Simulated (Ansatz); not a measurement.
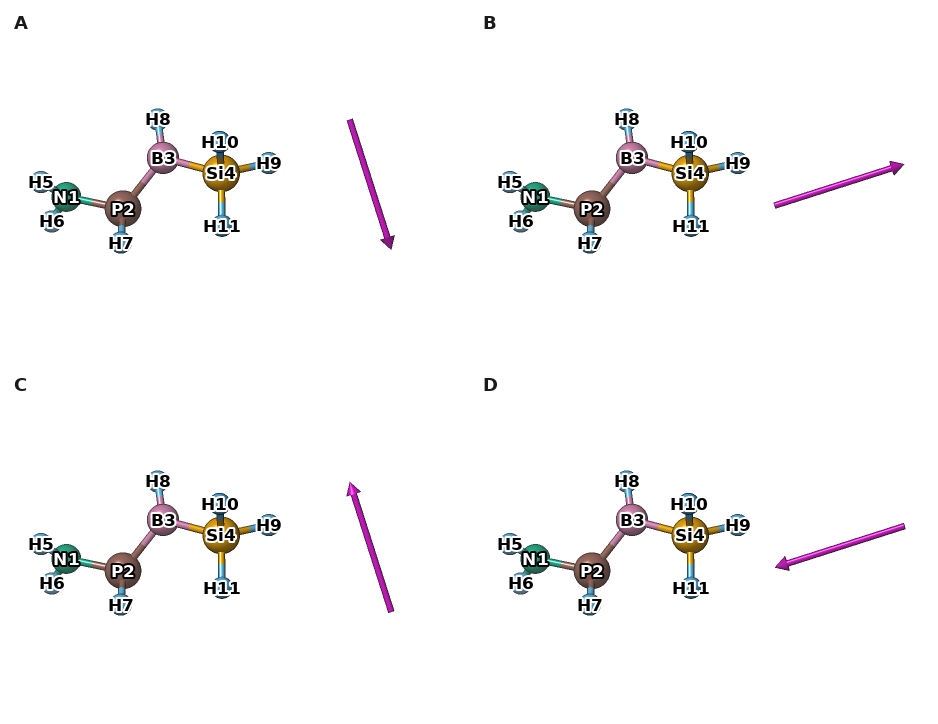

The same molecule four times, each with an arrow. The computed structure is the end point of a PBE0-D4/def2-TZVP optimisation. Level of theory: RKS r2SCAN-D4/def2-TZVPP (Ansatz 0.2.0).

Which arrow points along the dipole moment, from the negative to the positive end?

Answer. D. The dipole moment is 3.19 D; it points from the side of H9 to the side of H6 (the outermost atoms at the two ends).
